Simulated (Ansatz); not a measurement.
Input

```
crystal:
  periodic: [false, false, false]
  atoms:
    - {symbol: Si, position_ang: [-0.830213, -0.071072, 0.006610]}
    - {symbol: N, position_ang: [1.229091, -0.145296, -0.528988]}
    - {symbol: F, position_ang: [-0.673686, -1.671874, 0.025347]}
    - {symbol: F, position_ang: [-2.393705, -0.010071, 0.461644]}
    - {symbol: H, position_ang: [-0.989564, 0.546010, -1.326357]}
    - {symbol: H, position_ang: [1.592100, 0.790166, -0.672474]}
    - {symbol: O, position_ang: [-0.191028, 0.771931, 1.277115]}
    - {symbol: H, position_ang: [1.383455, -0.692364, -1.368139]}
    - {symbol: H, position_ang: [1.747080, -0.568840, 0.233450]}
    - {symbol: H, position_ang: [-0.873531, 1.051210, 1.891794]}
basis:
  gaussian: {orbitals: def2-TZVPP}
hamiltonian: {xc: pbe0, dispersion: d4}
output: {orbitals: {seedname: orbitals}}
```

Launched as:

```sh
ansatz run in.yaml --threads 4 --pin off --events-out ev --progress --plain --max-ram 9574MiB
```

The product side of a reaction path; geometry: PBE0-D4/def2-TZVP.

These are results of Ansatz 0.2.0, RKS PBE0-D4/def2-TZVPP, not measurements.

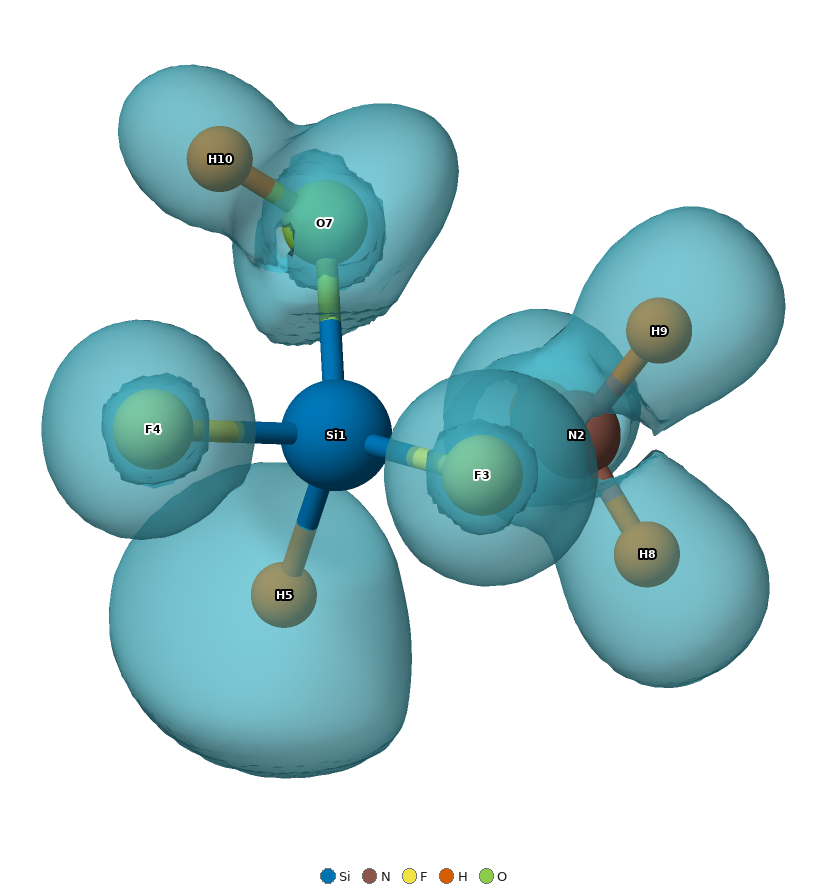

F2H2OSi···NH3. Isosurface of the electron localisation function at 0.75 (cyan), seen at a tilt. Only the valence region is drawn (cores and ρ < 0.01 e/Å³ removed).

Q: Describe the localisation domains.

A: At this value the surface marks out one region around a hydrogen nucleus, two regions wrapped around F (its lone pairs, merged into a ring or cap), one joined region spread over several atoms (H, N), in which their bonds and any lone pairs are merged and one joined region spread over several atoms (H, O), in which their bonds and any lone pairs are merged.

Values along the shortest contacts:
Si1···N2 (2.13 Å): the ELF peaks at about 0.95 in the valence shell of N, 0.7 Å from its nucleus, and is about 0.75 at the midpoint. Si–F (1.61 Å): the ELF peaks at about 0.85 in the valence shell of F, 0.6 Å from its nucleus, and is about 0.40 at the midpoint.
